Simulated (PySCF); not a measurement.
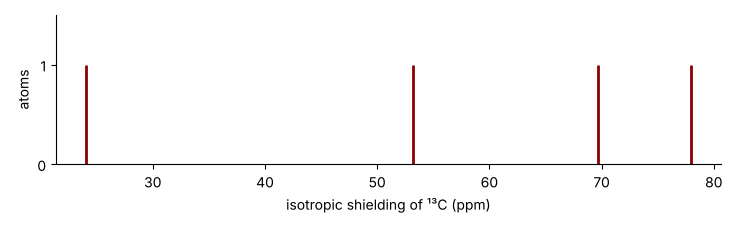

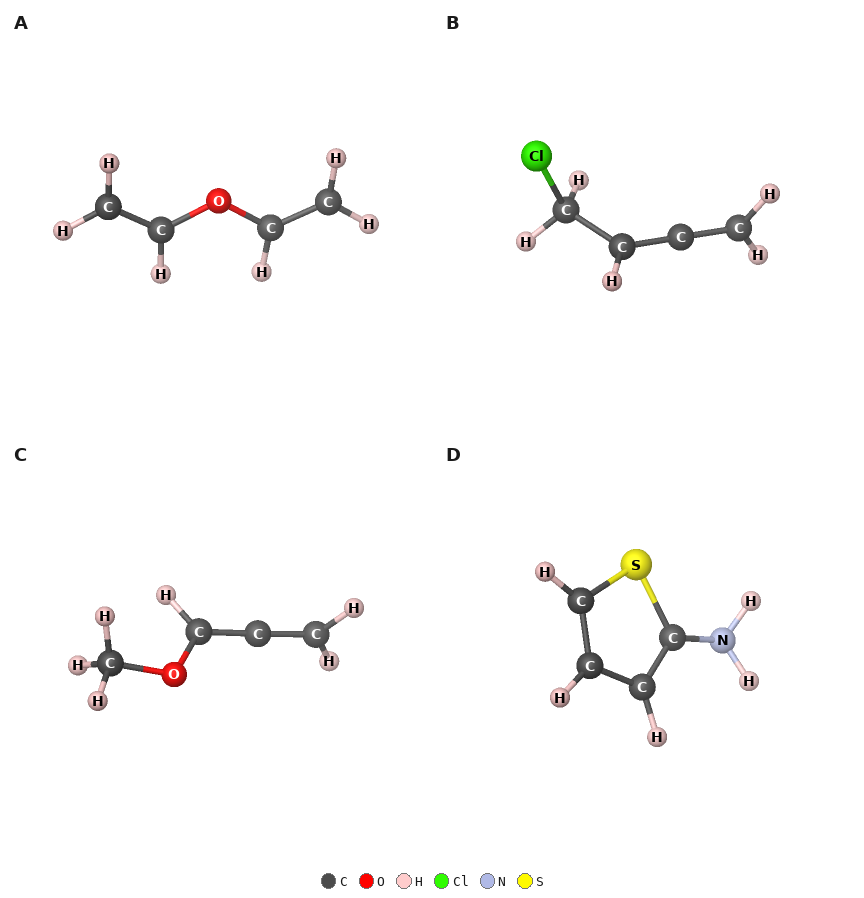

The sticks are computed shieldings of one of the molecules, for one fixed geometry (PBE0-D3(BJ)/def2-SVP) without averaging over rotations. Low shielding means a high chemical shift. Method: GIAO PBE0/pcSseg-1 NMR shielding, non-relativistic, gas phase (PySCF 2.14.0).

### Match the spectrum to a structure.

D, `Nc1cccs1`. Its 4 C atoms give lines at 24.1, 53.2, 69.7, 77.9 ppm.
